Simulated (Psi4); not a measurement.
## Single-point calculation of B₂NH₅ (part 2 of 3)

B₂NH₅, SMILES BNB; BCCD/6-311G, RHF (Psi4 1.11). The atoms were displaced at random from an optimised geometry.

Geometry of the input (Å):
```
B  -0.8159  0.6297  -0.6415
N  0.2945  0.4091  0.2655
B  0.7323  -0.8843  0.5122
H  -1.4671  -0.3606  -1.1679
H  -1.1749  1.8250  -0.9514
H  0.8337  1.1701  0.5187
H  1.7011  -1.0061  1.2503
H  -0.0018  -1.8288  0.2068
```

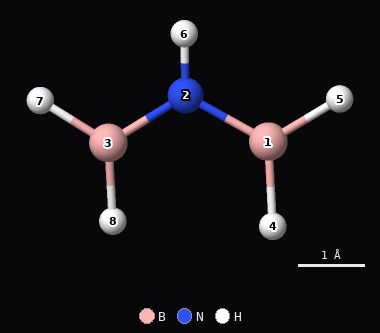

Figure 1. The structure (ball-and-stick view, seen at a tilt; atoms are numbered from 1 in the order of the input).

## What the program printed, continued
```
	Size of irrep 0 of <ab|cd> integrals:      3.419 (MW) /     27.350 (MB)
	Total:                                     3.419 (MW) /     27.350 (MB)

	Size of irrep 0 of <ia|bc> integrals:      0.636 (MW) /      5.088 (MB)
	Total:                                     0.636 (MW) /      5.088 (MB)

	Size of irrep 0 of tijab amplitudes:       0.118 (MW) /      0.947 (MB)
	Total:                                     0.118 (MW) /      0.947 (MB)

	Nuclear Rep. energy          =     57.91969096370975
	SCF energy                   =   -106.74881362835436
	One-electron energy          =    -87.38961258435417
	Two-electron energy          =     38.46354114935487
	Reference energy             =   -106.74355672901035

	total time  =          0 seconds =       0.00 minutes
            **************************
            *                        *
            *        CCENERGY        *
            *                        *
            **************************

    Nuclear Rep. energy (wfn)     =   57.919690963709755
    SCF energy          (wfn)     = -107.009628867028241
    Reference energy    (file100) = -106.743556729010351

    Input parameters:
    -----------------
    Wave function   =     BCCD
    Reference wfn   =     RHF
    Brueckner       =     Yes
    Brueckner conv. =     5.0e-05
    Memory (Mbytes) =     1600.0
    Maxiter         =     50
    R_Convergence   =     1.0e-07
    E_Convergence   =     1.0e-06
    Restart         =     Yes
    DIIS            =     Yes
    AO Basis        =     NONE
    ABCD            =     NEW
    Cache Level     =     2
    Cache Type      =     LOW
    Print Level     =     1
    Num. of threads =     1
    # Amps to Print =     10
    Print MP2 Amps? =     No
    Analyze T2 Amps =     No
    Print Pair Ener =     No
    Local CC        =     No
    SCS-MP2         =     False
    SCSN-MP2        =     False
    SCS-CCSD        =     False

    Using old T1 amplitudes.
    Using old T2 amplitudes.

MP2 correlation energy -0.2435668757318934
                Solving CC Amplitude Equations
                ------------------------------
  Iter             Energy              RMS        T1Diag      D1Diag    New D1Diag    D2Diag
  ----     ---------------------    ---------   ----------  ----------  ----------   --------
     0        -0.022542274126130    0.000e+00    0.013910    0.048884    0.048884    0.136756
     1        -0.246234499822953    3.758e-01    0.011268    0.036239    0.036239    0.128755
     2        -0.253286467859492    8.349e-02    0.003810    0.012965    0.012965    0.124010
     3        -0.263259333131458    2.653e-02    0.002766    0.009355    0.009355    0.132328
     4        -0.265019190402554    7.695e-03    0.001969    0.006235    0.006235    0.134724
     5        -0.265174590100848    2.607e-03    0.001702    0.004977    0.004977    0.135551
     6        -0.265262163624309    9.496e-04    0.001622    0.004523    0.004523    0.135932
     7        -0.265255919831409    3.657e-04    0.001586    0.004308    0.004308    0.136010
     8        -0.265242155664483    1.413e-04    0.001584    0.004277    0.004277    0.136006
     9        -0.265242989772292    5.505e-05    0.001583    0.004274    0.004274    0.136000
    10        -0.265243028262068    1.816e-05    0.001584    0.004280    0.004280    0.135996
    11        -0.265243119291999    6.476e-06    0.001585    0.004284    0.004284    0.135995
    12        -0.265243223594674    2.205e-06    0.001585    0.004284    0.004284    0.135995
    13        -0.265243223747110    7.601e-07    0.001585    0.004285    0.004285    0.135995
    14        -0.265243253948363    2.693e-07    0.001585    0.004285    0.004285    0.135995
    15        -0.265243260028445    1.129e-07    0.001585    0.004285    0.004285    0.135995
    16        -0.265243260237350    4.702e-08    0.001585    0.004285    0.004285    0.135995

    Iterations converged.

    Largest TIA Amplitudes:
              5   1        -0.0035617222
              5  12        -0.0014112922
              5  22         0.0013697823
              2  20        -0.0012959605
              1  21        -0.0012027506
              4  23        -0.0009687852
              4  20        -0.0009685595
              4  14         0.0009478175
              3   7         0.0009204055
              0  17         0.0008408544

    Largest TIjAb Amplitudes:
      5   5   1   1        -0.0528100691
      5   5  22  22        -0.0283388139
      5   5   1  22         0.0281938484
      5   5  22   1         0.0281938484
      5   5   0   0        -0.0212298244
      1   1  21  21        -0.0194224977
      7   7  16  16        -0.0190329475
      4   4  19  19        -0.0170983110
      2   2   0   0        -0.0168835542
      7   7  10  10        -0.0154965296

    SCF energy       (wfn)                    = -107.009628867028241
    Reference energy (file100)                = -106.743556729010351

    Opposite-spin MP2 correlation energy      =   -0.188691645259765
    Same-spin MP2 correlation energy          =   -0.050176994233100
    Singles MP2 correlation energy            =   -0.004698236239028
    MP2 correlation energy                    =   -0.243566875731893
      * MP2 total energy                      = -106.987123604742237

    Opposite-spin CCSD correlation energy     =   -0.221076221451771
    Same-spin CCSD correlation energy         =   -0.043786343532580
    Singles CCSD correlation energy           =    0.000000000000000
    CCSD correlation energy                   =   -0.265243260237350
      * CCSD total energy                     = -107.008799989247706

    Rotating orbitals.  Maximum T1 =  0.003561722161
Brueckner convergence check: False

	Wfn Parameters:
	--------------------
	Wavefunction         = BCCD
	Number of irreps     = 1
	Number of MOs        = 54
	Number of active MOs = 51
	AO-Basis             = NONE
	Semicanonical        = false
	Reference            = RHF
	Print Level          = 1

	IRREP	# MOs	# FZDC	# DOCC	# SOCC	# VIRT	# FZVR
	-----	-----	------	------	------	------	------
	 A	   54	    3	    8	    0	    43	    0
	Transforming integrals...
	IWL integrals will be retained.
	(OO|OO)...
	Presorting SO-basis two-electron integrals.
	Sorting File: SO Ints (nn|nn) nbuckets = 1
	Constructing frozen core operators
	Starting first half-transformation.
	Sorting half-transformed integrals.
	First half integral transformation complete.
	Starting second half-transformation.
	Two-electron integral transformation complete.
	(OO|OV)...
	Starting second half-transformation.
	Two-electron integral transformation complete.
	(OO|VV)...
	Starting second half-transformation.
	Two-electron integral transformation complete.
	(OV|OO)...
	Starting first half-transformation.
	Sorting half-transformed integrals.
	First half integral transformation complete.
	Starting second half-transformation.
	Two-electron integral transformation complete.
	(OV|OV)...
	Starting second half-transformation.
	Two-electron integral transformation complete.
	(OV|VV)...
	Starting second half-transformation.
	Two-electron integral transformation complete.
	(VV|OO)...
	Starting first half-transformation.
	Sorting half-transformed integrals.
	First half integral transformation complete.
	Starting second half-transformation.
	Two-electron integral transformation complete.
	(VV|OV)...
	Starting second half-transformation.
	Two-electron integral transformation complete.
	(VV|VV)...
	Starting second half-transformation.
	Two-electron integral transformation complete.
	Frozen core energy     =   -115.73717625772080

	Size of irrep 0 of <ab|cd> integrals:      3.419 (MW) /     27.350 (MB)
	Total:                                     3.419 (MW) /     27.350 (MB)

	Size of irrep 0 of <ia|bc> integrals:      0.636 (MW) /      5.088 (MB)
	Total:                                     0.636 (MW) /      5.088 (MB)

	Size of irrep 0 of tijab amplitudes:       0.118 (MW) /      0.947 (MB)
	Total:                                     0.118 (MW) /      0.947 (MB)

	Nuclear Rep. energy          =     57.91969096370975
	SCF energy                   =   -107.00962886702824
	One-electron energy          =    -87.41944341840120
	Two-electron energy          =     38.49274303792077
	Reference energy             =   -106.74418567449149

	total time  =          1 seconds =       0.02 minutes
            **************************
            *                        *
            *        CCENERGY        *
            *                        *
            **************************

    Nuclear Rep. energy (wfn)     =   57.919690963709755
    SCF energy          (wfn)     = -107.008799989247706
    Reference energy    (file100) = -106.744185674491490

    Input parameters:
    -----------------
    Wave function   =     BCCD
    Reference wfn   =     RHF
    Brueckner       =     Yes
    Brueckner conv. =     5.0e-05
    Memory (Mbytes) =     1600.0
    Maxiter         =     50
    R_Convergence   =     1.0e-07
    E_Convergence   =     1.0e-06
    Restart         =     Yes
    DIIS            =     Yes
    AO Basis        =     NONE
    ABCD            =     NEW
    Cache Level     =     2
    Cache Type      =     LOW
    Print Level     =     1
    Num. of threads =     1
    # Amps to Print =     10
    Print MP2 Amps? =     No
    Analyze T2 Amps =     No
    Print Pair Ener =     No
    Local CC        =     No
    SCS-MP2         =     False
    SCSN-MP2        =     False
    SCS-CCSD        =     False

    Using old T1 amplitudes.
    Using old T2 amplitudes.

MP2 correlation energy -0.2423468850864361
                Solving CC Amplitude Equations
                ------------------------------
  Iter             Energy              RMS        T1Diag      D1Diag    New D1Diag    D2Diag
  ----     ---------------------    ---------   ----------  ----------  ----------   --------
     0        -0.257463494044261    0.000e+00    0.001585    0.004285    0.004285    0.135995
     1        -0.264294423605630    6.659e-02    0.002658    0.008699    0.008699    0.135160
     2        -0.264289559738101    1.453e-02    0.000741    0.001950    0.001950    0.135384
     3        -0.264633306463290    4.303e-03    0.000513    0.001390    0.001390    0.135891
     4        -0.264674466339360    1.252e-03    0.000396    0.001028    0.001028    0.136066
     5        -0.264678218135327    3.786e-04    0.000389    0.001054    0.001054    0.136116
     6        -0.264680793230668    1.328e-04    0.000388    0.001069    0.001069    0.136132
     7        -0.264680116891386    5.306e-05    0.000388    0.001076    0.001076    0.136135
     8        -0.264679769374790    2.108e-05    0.000388    0.001078    0.001078    0.136135
     9        -0.264679836139067    8.089e-06    0.000388    0.001077    0.001077    0.136134
    10        -0.264679780488443    2.808e-06    0.000388    0.001076    0.001076    0.136134
    11        -0.264679792298046    9.615e-07    0.000388    0.001076    0.001076    0.136134
    12        -0.264679789787119    3.405e-07    0.000388    0.001076    0.001076    0.136134
    13        -0.264679789120630    1.146e-07    0.000388    0.001076    0.001076    0.136134
    14        -0.264679790238576    3.696e-08    0.000388    0.001076    0.001076    0.136134

    Iterations converged.

    Largest TIA Amplitudes:
              5   1         0.0007598214
              6   1         0.0004361483
              5  22        -0.0003682956
              1  21         0.0003123579
              5  12         0.0002982764
              2  20         0.0002921102
              4  23         0.0002662389
              6  22        -0.0002541539
              0  25         0.0002376591
              2  23         0.0002303337

    Largest TIjAb Amplitudes:
      5   5   1   1        -0.0423585439
      5   6   1   1        -0.0221455148
      6   5   1   1        -0.0221455148
      5   5   1  22         0.0216569214
      5   5  22   1         0.0216569214
      5   5  22  22        -0.0212561404
      1   1  21  21        -0.0193653490
      7   7  16  16        -0.0190812957
      5   5   0   0        -0.0173040550
      4   4  19  19        -0.0171503996

    SCF energy       (wfn)                    = -107.008799989247706
    Reference energy (file100)                = -106.744185674491490

    Opposite-spin MP2 correlation energy      =   -0.188398086834021
    Same-spin MP2 correlation energy          =   -0.050053940350467
    Singles MP2 correlation energy            =   -0.003894857901948
    MP2 correlation energy                    =   -0.242346885086436
      * MP2 total energy                      = -106.986532559577924

    Opposite-spin CCSD correlation energy     =   -0.220958699319177
    Same-spin CCSD correlation energy         =   -0.043757555662585
    Singles CCSD correlation energy           =    0.000000000000000
    CCSD correlation energy                   =   -0.264679790238576
      * CCSD total energy                     = -107.008865464730064

    Rotating orbitals.  Maximum T1 =  0.000759821402
Brueckner convergence check: False

	Wfn Parameters:
	--------------------
	Wavefunction         = BCCD
	Number of irreps     = 1
	Number of MOs        = 54
	Number of active MOs = 51
	AO-Basis             = NONE
	Semicanonical        = false
	Reference            = RHF
	Print Level          = 1

	IRREP	# MOs	# FZDC	# DOCC	# SOCC	# VIRT	# FZVR
	-----	-----	------	------	------	------	------
	 A	   54	    3	    8	    0	    43	    0
	Transforming integrals...
	IWL integrals will be retained.
	(OO|OO)...
	Presorting SO-basis two-electron integrals.
	Sorting File: SO Ints (nn|nn) nbuckets = 1
	Constructing frozen core operators
	Starting first half-transformation.
	Sorting half-transformed integrals.
	First half integral transformation complete.
	Starting second half-transformation.
	Two-electron integral transformation complete.
	(OO|OV)...
	Starting second half-transformation.
	Two-electron integral transformation complete.
	(OO|VV)...
	Starting second half-transformation.
	Two-electron integral transformation complete.
	(OV|OO)...
	Starting first half-transformation.
	Sorting half-transformed integrals.
	First half integral transformation complete.
	Starting second half-transformation.
	Two-electron integral transformation complete.
	(OV|OV)...
	Starting second half-transformation.
	Two-electron integral transformation complete.
	(OV|VV)...
	Starting second half-transformation.
	Two-electron integral transformation complete.
	(VV|OO)...
	Starting first half-transformation.
	Sorting half-transformed integrals.
	First half integral transformation complete.
	Starting second half-transformation.
	Two-electron integral transformation complete.
	(VV|OV)...
	Starting second half-transformation.
	Two-electron integral transformation complete.
	(VV|VV)...
	Starting second half-transformation.
	Two-electron integral transformation complete.
	Frozen core energy     =   -115.73717625772080

	Size of irrep 0 of <ab|cd> integrals:      3.419 (MW) /     27.350 (MB)
	Total:                                     3.419 (MW) /     27.350 (MB)

	Size of irrep 0 of <ia|bc> integrals:      0.636 (MW) /      5.088 (MB)
	Total:                                     0.636 (MW) /      5.088 (MB)

	Size of irrep 0 of tijab amplitudes:       0.118 (MW) /      0.947 (MB)
	Total:                                     0.118 (MW) /      0.947 (MB)

	Nuclear Rep. energy          =     57.91969096370975
	SCF energy                   =   -107.00879998924771
	One-electron energy          =    -87.41032962707283
	Two-electron energy          =     38.48371128354833
	Reference energy             =   -106.74410363753555

	total time  =          1 seconds =       0.02 minutes
            **************************
            *                        *
            *        CCENERGY        *
            *                        *
            **************************

    Nuclear Rep. energy (wfn)     =   57.919690963709755
    SCF energy          (wfn)     = -107.008865464730064
    Reference energy    (file100) = -106.744103637535545

    Input parameters:
    -----------------
    Wave function   =     BCCD
    Reference wfn   =     RHF
    Brueckner       =     Yes
    Brueckner conv. =     5.0e-05
    Memory (Mbytes) =     1600.0
    Maxiter         =     50
    R_Convergence   =     1.0e-07
    E_Convergence   =     1.0e-06
    Restart         =     Yes
    DIIS            =     Yes
    AO Basis        =     NONE
    ABCD            =     NEW
    Cache Level     =     2
    Cache Type      =     LOW
    Print Level     =     1
    Num. of threads =     1
    # Amps to Print =     10
    Print MP2 Amps? =     No
    Analyze T2 Amps =     No
    Print Pair Ener =     No
    Local CC        =     No
    SCS-MP2         =     False
    SCSN-MP2        =     False
    SCS-CCSD        =     False

    Using old T1 amplitudes.
    Using old T2 amplitudes.
```
